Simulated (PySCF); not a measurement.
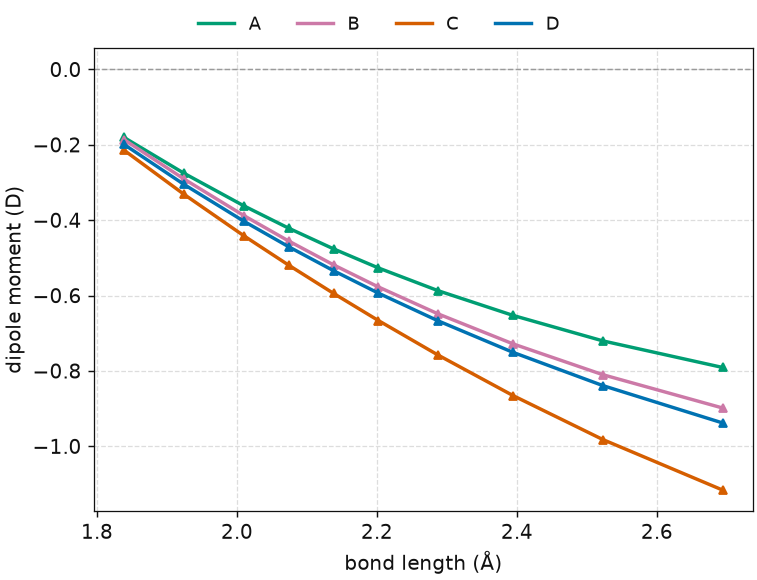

Bond curves of BrCl, singlet, x2c-TZVPPall (sfX2C-1e), PySCF: dipole moment, positive if the first atom is negative. One reference determinant with the occupation held, the lowest that a PBE0 search over spins and occupations found; no spin-orbit coupling. Straight lines join the computed points. References: UKS for PBE0, B97-3, PBEsol and wB97X.

Question: The curves are B97-3, PBE0, PBEsol and wB97X. Which is which?

Answer: A: PBEsol (−0.79 D at 2.69 Å); B: PBE0 (−0.90 D at 2.69 Å); C: wB97X (−1.12 D at 2.69 Å); D: B97-3 (−0.94 D at 2.69 Å).

Limits of at least one run: spin-orbit coupling is left out; it can lower the fragment Br more than the molecule, and De with it.
